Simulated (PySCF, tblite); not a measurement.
**C6H9FN radical: geometry, infrared bands and EPR parameters**

Aim: predict the infrared bands and EPR parameters of C6H9FN radical (`[H]/N=C1/[C@H](F)[CH]C[C@H]1C`).

The runs use tblite 0.8.0 and PySCF 2.14.0, with density-fitted response routines of our own; the level of theory stands in each step. All values are computed, except where a source is named. Atoms are numbered from 0 throughout.

## Step 1: The molecule as given

17 atoms, charge 0, multiplicity 2; geometry from: force field or distance geometry start.

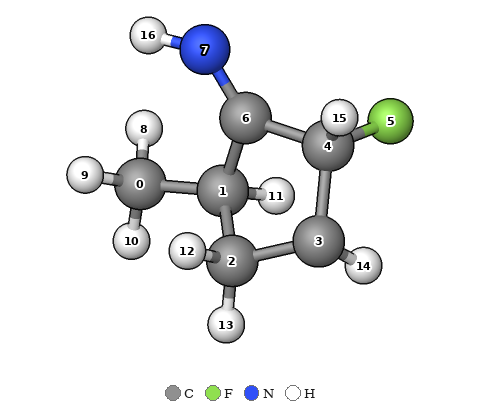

The starting geometry (carbon grey, fluorine green, nitrogen blue, hydrogen white), atoms numbered.

## Step 2: Geometry optimisation with GFN2-xTB

The job: settings as JSON, then the geometry in Å.

```
{"job": {"kind": "relax", "xc": "GFN2-xTB", "basis": "xTB"}, "charge": 0, "multiplicity": 2}
C     -1.799200    -0.074700    -0.632200
C     -0.484000    -0.337200    -0.039700
C     -0.237700     0.233400     1.341200
C      1.217600    -0.097800     1.524800
C      1.853200    -0.016300     0.145400
F      2.297900    -1.256200    -0.282800
C      0.674400     0.319800    -0.737700
N      0.666000     1.003700    -1.814500
H     -1.799400    -0.546300    -1.649500
H     -2.089900     0.974700    -0.746000
H     -2.570600    -0.634200    -0.036400
H     -0.240400    -1.436700    -0.021600
H     -0.296400     1.346600     1.313000
H     -0.901100    -0.191800     2.111000
H      1.233900    -1.177500     1.788700
H      2.658700     0.712900     0.089000
H     -0.190100     1.189800    -2.362700
```

On the command line:

```console
OMP_NUM_THREADS=1 python probes_run.py task.json out
```

This one command runs all jobs of the session in turn.

**Question.** This job is followed by: GFN2-xTB harmonic vibrations, gas phase; UKS B3LYP, pcH-1 on C F H N, non-relativistic, mean-field spin-orbit, GIAO. What will the session give for the following? strongest single infrared mode (GFN2-xTB); zero-point energy (GFN2-xTB); g(iso) (B3LYP); ⟨S²⟩; largest a(iso) (averaged by class); surface potential, least and greatest.

As calculated:

| quantity | value |
| --- | --- |
| strongest single infrared mode (GFN2-xTB) | 1771 cm⁻¹, 199 km/mol |
| zero-point energy (GFN2-xTB) | 85.3 kcal/mol |
| g(iso) (B3LYP) | 2.00239 |
| ⟨S²⟩ | 0.754 (exact 0.75) |
| largest a(iso) (averaged by class) | 19F on F5, 310.9 MHz |
| surface potential, least and greatest | -1.81 V and 1.35 V |

What this shows: Over 62 steps the energy fell by 0.971 eV; of the close pairs, C0–C1 changed most, 1.466 to 1.523 Å. All 45 modes are real, so the xTB geometry is a minimum. The strongest single mode, at 1771 cm⁻¹, moves mainly C6 and N7. Unscaled tight-binding wavenumbers are off by several per cent, some by more. Its intensities can rank the bands wrongly. Most of the unpaired spin sits on C3 (0.98 e). The isotropic g lies 0.1 ppt above the free-electron value.
